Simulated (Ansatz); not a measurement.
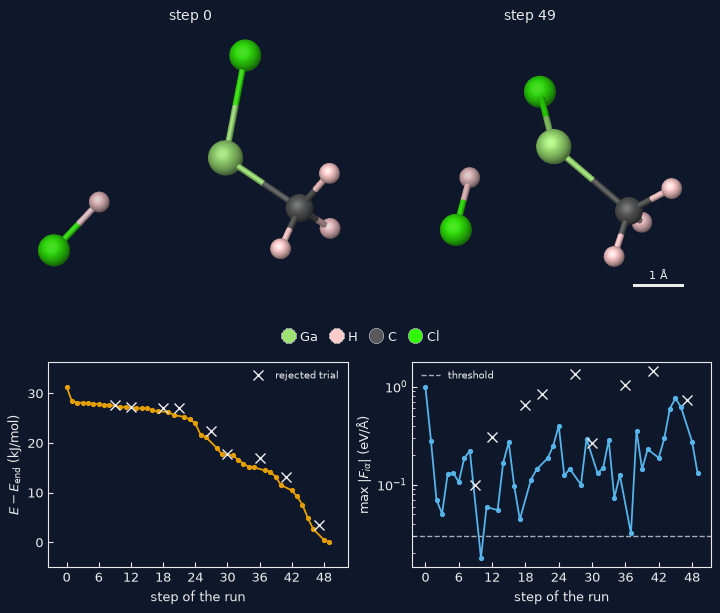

First and last geometry of a relaxation of CH$_{4}$Cl$_{2}$Ga (multiplicity 2), with the history of the run. A ball-and-stick model, seen from a free direction.

The run prepares an end point of a later path (reaction) calculation, from a guessed geometry.

These are results of UKS PBE0-D4/def2-SVP (Ansatz 0.2.0), not measurements. Settings: collinear spin; force threshold 0.03 eV/Å; at most 50 steps.

Q: Did the run converge, and what did it change?

A: The relaxation stopped without meeting its thresholds, so the last structure isn't shown to be converged. It used up its limit of 50 steps. The energy falls by 31.4 kJ/mol in 40 accepted moves (49 points after the start). The largest force component goes from 0.99 to 0.13 eV/Å. The line search rejected the trial steps at points 9, 12, 18, 21, 27, 30, 36, 41 and more of the run. The forces were under the threshold at step 10, but the run went on from there. The atom that moves furthest after the best rigid fit is a Cl atom (1.38 Å). By element the largest moves are Cl 1.38 Å, Ga 0.93 Å, H 0.91 Å, C 0.20 Å. Some distances before and after: Cl–Ga 3.986 → 2.846 Å, Cl–Ga 2.184 → 2.257 Å, Cl–H 1.335 → 1.318 Å. Among the angles between lasting bonds that change: C–Ga–Cl 117.3° → 114.2°. Groups turn about C–Ga by about 65°.

| step | E − E(0), kJ/mol | largest force component, eV/Å | note |
| --- | --- | --- | --- |
| 0 | 0.00 | 0.9925 |  |
| 1 | -2.92 | 0.2820 |  |
| 2 | -3.21 | 0.0700 |  |
| 3 | -3.26 | 0.0509 |  |
| 4 | -3.28 | 0.1286 |  |
| 5 | -3.42 | 0.1328 |  |
| 6 | -3.53 | 0.1064 |  |
| 7 | -3.69 | 0.1878 |  |
| 8 | -3.71 | 0.2217 |  |
| 9 | -3.64 | 0.1006 | rejected |
| 10 | -4.05 | 0.0180 |  |
| 12 | -4.06 | 0.3094 | rejected |
| 14 | -4.39 | 0.1678 |  |
| 16 | -4.71 | 0.0961 |  |
| 18 | -4.39 | 0.6551 | rejected |
| 20 | -5.72 | 0.1432 |  |
| 22 | -6.10 | 0.1864 |  |
| 24 | -7.36 | 0.3992 |  |
| 26 | -10.16 | 0.1452 |  |
| 28 | -12.33 | 0.1001 |  |
| 31 | -13.80 | 0.1305 |  |
| 33 | -15.50 | 0.2857 |  |
| 35 | -16.28 | 0.1255 |  |
| 37 | -16.86 | 0.0320 |  |
| 39 | -18.16 | 0.1448 |  |
| 41 | -18.22 | 1.4417 | rejected |
| 43 | -22.11 | 0.2973 |  |
| 45 | -26.43 | 0.7617 |  |
| 47 | -27.87 | 0.7345 | rejected |
| 49 | -31.36 | 0.1304 |  |

Limits of the set-up: the start holds two separate molecules, 2.8 Å apart at their closest, whose relative position is a soft coordinate.
